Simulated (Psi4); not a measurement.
# Geometry relaxation, with input and output: BBr$_{3}$ (part 1 of 2)

BBr$_{3}$, computed with PBE0/def2-TZVP, RKS, dispersion D4 (Psi4 1.11).

The geometry comes from this level: own PBE0/def2-TZVP.

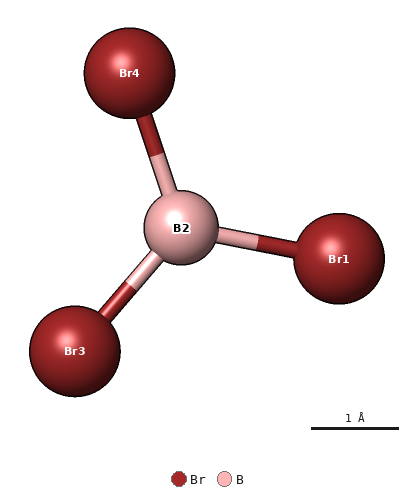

Fig. 1: The input geometry (ball-and-stick view, seen at a tilt; atoms are numbered from 1 in the order of the input). Bond lengths as drawn: B–Br 1.90 Å.

### Input (job.py)
```python
import psi4

psi4.set_memory('3300 MB')
psi4.set_num_threads(2)
psi4.set_output_file('run.log', False)

geom = psi4.geometry("""
0 1
Br    -1.510970    -0.969240     0.554330
B      0.026440    -0.013480    -0.010870
Br     1.731680    -0.462350     0.686800
Br    -0.141440     1.391300    -1.273410
symmetry c1
""")

options = {'basis': 'def2-TZVP', 'reference': 'rks', 'scf_type': 'df', 'geom_maxiter': 50, 'max_force_g_convergence': 0.0002}
psi4.set_options(options)

e_tot = psi4.optimize("PBE0-D4")
print(f'total energy {e_tot:.8f} hartree = {e_tot * 27.211386:.5f} eV')
print(geom.to_string(dtype='xyz', units='Angstrom'))
for k, v in sorted(psi4.core.scalar_variables().items()):
    print(f'{k:45s} {v:18.10f}')
```

Run as:
```bash
python job.py
```

### What the program printed
```
-----------------------------------------

    			 OPTKING 3.0: for geometry optimizations

    			        with contributions from

    			-----------------------------------------

		 -- Optimization Parameters --
	GEOM_MAXITER                   =              50
	ALG_GEOM_MAXITER               =              50
	PRINT                          =               1
	OPT_TYPE                       =             MIN
	STEP_TYPE                      =             RFO
	PROGRAM                        =            PSI4
	STEEPEST_DESCENT_TYPE          =         OVERLAP
	CONJUGATE_GRADIENT_TYPE        =        FLETCHER
	OPT_COORDINATES                =        INTERNAL
	RFO_FOLLOW_ROOT                =           False
	RFO_ROOT                       =               0
	ACCEPT_SYMMETRY_BREAKING       =           False
	DYNAMIC_LVL                    =               0
	DYNAMIC_LVL_MAX                =               0
	IRC_STEP_SIZE                  =             0.2
	IRC_DIRECTION                  =         FORWARD
	IRC_POINTS                     =              20
	IRC_MODE                       =          NORMAL
	IRC_CONVERGENCE                =            -0.7
	INTRAFRAG_STEP_LIMIT           =             0.5
	INTRAFRAG_STEP_LIMIT_MIN       =           0.001
	INTRAFRAG_STEP_LIMIT_MAX       =             1.0
	INTERFRAG_STEP_LIMIT           =             0.5
	INTERFRAG_STEP_LIMIT_MIN       =           0.001
	INTERFRAG_STEP_LIMIT_MAX       =             1.0
	ENSURE_BT_CONVERGENCE          =           False
	SIMPLE_STEP_SCALING            =           False
	CONSECUTIVE_BACKSTEPS          =               0
	RFO_NORMALIZATION_MAX          =             100
	RSRFO_ALPHA_MAX                =     100000000.0
	PRINT_TRAJECTORY_XYZ_FILE      =           False
	WRITE_TRAJECTORY               =           False
	FROZEN_DISTANCE                =
	FROZEN_BEND                    =
gradient() will perform analytic gradient computation.

   => Loading Basis Set <=

    Name: DEF2-TZVP
    Role: ORBITAL
    Keyword: BASIS

   => PBE0-D4(BJ,EEQ)ATM: Empirical Dispersion <=

        a1 =       0.400856
        a2 =       5.029288
       alp =      16.000000
        s6 =       1.000000
        s8 =       1.200655
        s9 =       1.000000
        ga =       3.000000
        gc =       2.000000
        wf =       6.000000

         ---------------------------------------------------------
                                   SCF
                              RKS Reference
                        2 Threads,   3147 MiB Core
         ---------------------------------------------------------

  ==> Geometry <==

    Molecular point group: c1
    Full point group: C1

    Geometry (in Angstrom), charge = 0, multiplicity = 1:

       Center              X                  Y                   Z               Mass
    ------------   -----------------  -----------------  -----------------  -----------------
         BR          -1.537394073910    -0.955807778271     0.565094887805    78.918337600000
         B            0.000015926090    -0.000047778271    -0.000105112195    11.009305360000
         BR           1.705255926090    -0.448917778271     0.697564887805    78.918337600000
         BR          -0.167864073910     1.404732221729    -1.262645112195    78.918337600000

  Running in c1 symmetry.

  Rotational constants: A =      0.03961  B =      0.03960  C =      0.01980 [cm^-1]
  Rotational constants: A =   1187.33103  B =   1187.04340  C =    593.59360 [MHz]
  Nuclear repulsion =  738.587002176523242

  Charge       = 0
  Multiplicity = 1
  Electrons    = 110
  Nalpha       = 55
  Nbeta        = 55

  ==> Algorithm <==

  SCF Algorithm Type is DF.
  DIIS enabled.
  MOM disabled.
  Fractional occupation disabled.
  Guess Type is SAD.
  Energy threshold   = 1.00e-08
  Density threshold  = 1.00e-08
  Integral threshold = 1.00e-12

  ==> Primary Basis <==

  Basis Set: DEF2-TZVP
    Blend: DEF2-TZVP
    Number of shells: 59
    Number of basis functions: 175
    Number of Cartesian functions: 201
    Spherical Harmonics?: true
    Max angular momentum: 3

  ==> DFT Potential <==

   => LibXC <=

    Version 7.1.2

   => Composite Functional: PBE0-D4BJEEQATM <=

    PBE0-d4bjeeqatm Hyb-GGA Exchange-Correlation Functional

    Deriv               =              1
    GGA                 =           TRUE
    Meta                =          FALSE

    Exchange Hybrid     =           TRUE
    MP2 Hybrid          =          FALSE

   => Exchange Functionals <=

    0.7500   Perdew, Burke & Ernzerhof

   => Exact (HF) Exchange <=

    0.2500               HF

   => Correlation Functionals <=

    1.0000   Perdew, Burke & Ernzerhof

   => LibXC Density Thresholds  <==

    XC_HYB_GGA_XC_PBEH:  1.00E-15

   => Molecular Quadrature <=

    Radial Scheme          =       TREUTLER
    Pruning Scheme         =           NONE
    Nuclear Scheme         =       TREUTLER

    Blocking Scheme        =         OCTREE
    BS radius alpha        =              1
    Pruning alpha          =              1
    Radial Points          =             75
    Spherical Points       =            302
    Total Points           =          84815
    Total Blocks           =            737
    Max Points             =            255
 [ 0.00002960  0.00001908 -0.00002890]
 [ 0.00003442 -0.00000957  0.00002040]
 [-0.00005322 -0.00006773  0.00005571]]
	   0.197841   0.000000   0.000000   0.000000   0.000000   0.000000   0.000000
	   0.000000   0.000000
	   0.000000   0.197911   0.000000   0.000000   0.000000   0.000000   0.000000
	   0.000000   0.000000
	   0.000000   0.000000   0.197979   0.000000   0.000000   0.000000   0.000000
	   0.000000   0.000000
	   0.000000   0.000000   0.000000   0.250000   0.000000   0.000000   0.000000
	   0.000000   0.000000
	   0.000000   0.000000   0.000000   0.000000   0.250000   0.000000   0.000000
	   0.000000   0.000000
	   0.000000   0.000000   0.000000   0.000000   0.000000   0.250000   0.000000
	   0.000000   0.000000
	   0.000000   0.000000   0.000000   0.000000   0.000000   0.000000   0.001000
	   0.000000   0.000000
	   0.000000   0.000000   0.000000   0.000000   0.000000   0.000000   0.000000
	   0.001000   0.000000
	   0.000000   0.000000   0.000000   0.000000   0.000000   0.000000   0.000000
	   0.000000   0.001000

	         Geometry (au)                                       Gradient (au)
  -2.9052537466  -1.8062149295   1.0678745728		   0.0000155836  -0.0000384673   0.0000422953
   0.0000300959  -0.0000902878  -0.0001986333		   0.0000296005   0.0000190820  -0.0000288951
   3.2224666741  -0.8483316538   1.3182065927		   0.0000344163  -0.0000095693   0.0000204022
  -0.3172171260   2.6545591787  -2.3860534557		  -0.0000532244  -0.0000677309   0.0000557053

	        --- Internal Coordinate Step in ANG or DEG, aJ/ANG or AJ/DEG ---
	-------------------------------------------------------------------------------
	           Coordinate      Previous         Force          Change          New
	           ----------      --------        ------          ------        ------
	               R(1,2)       1.89646       -0.00005       -0.00002       1.89644
	               R(2,3)       1.89633       -0.00017       -0.00006       1.89628
	               R(2,4)       1.89621        0.00041        0.00013       1.89634
	             B(1,2,3)     120.00296        0.00000        0.00024     120.00320
	             B(1,2,4)     120.00149        0.00000        0.01050     120.01199
	             B(3,2,4)     119.99555       -0.00000       -0.01156     119.98399
	           O(1,2,3,4)       0.01059       -0.00000       -0.29584      -0.28525
	           O(3,2,1,4)      -0.01059        0.00000        0.29592       0.28533
	           O(4,2,1,3)       0.01059       -0.00000       -0.29589      -0.28530
	-------------------------------------------------------------------------------

	                            ===> Fragment 1 <==

	 Z (Atomic Numbers)          Masses                          Geom
	      35.000000            78.918338         -2.90504577 -1.80741416  1.06689394
	       5.000000            11.009305         -0.00073000  0.00284670  0.00329894
	      35.000000            78.918338          3.22252822 -0.84922464  1.31693114
	      35.000000            78.918338         -0.31672655  2.65371441 -2.38729495

	 - Coordinate -           - BOHR/RAD -       - ANG/DEG -
	 R(1,2)           =         3.583759           1.896444
	 R(2,3)           =         3.583441           1.896275
	 R(2,4)           =         3.583559           1.896338
	 B(1,2,3)         =         2.094451         120.003201
	 B(1,2,4)         =         2.094604         120.011987
	 B(3,2,4)         =         2.094116         119.983992
	 O(1,2,3,4)       =        -0.004979          -0.285247
	 O(3,2,1,4)       =         0.004980           0.285328
	 O(4,2,1,3)       =        -0.004979          -0.285303

	                                 ==> Convergence Check <==

	Measures of convergence in internal coordinates in au.

	Criteria marked as inactive (o), active & met (*), and active & unmet ( ).

	----------------------------------------------------------------------------------------------~
	   Step    Total Energy     Delta E     Max Force     RMS Force      Max Disp      RMS Disp   ~
	----------------------------------------------------------------------------------------------~
	  Convergence Criteria              o    2.00e-04 *             o             o             o~
	----------------------------------------------------------------------------------------------~
	     1   -7746.50874110   -7.75e+03 o    4.93e-05 *    2.91e-05 o    5.16e-03 o    2.98e-03 o  ~
	----------------------------------------------------------------------------------------------

	                      ===> Final Convergence Report <===

	----------------------------------------------------------------------------
	|   Required Criteria    |  One or More Criteria  |   Alternate Criteria   |
	----------------------------------------------------------------------------
	| [x]     max_force      |                        |                        |
	----------------------------------------------------------------------------

	Fragment 1 (Ang)
```
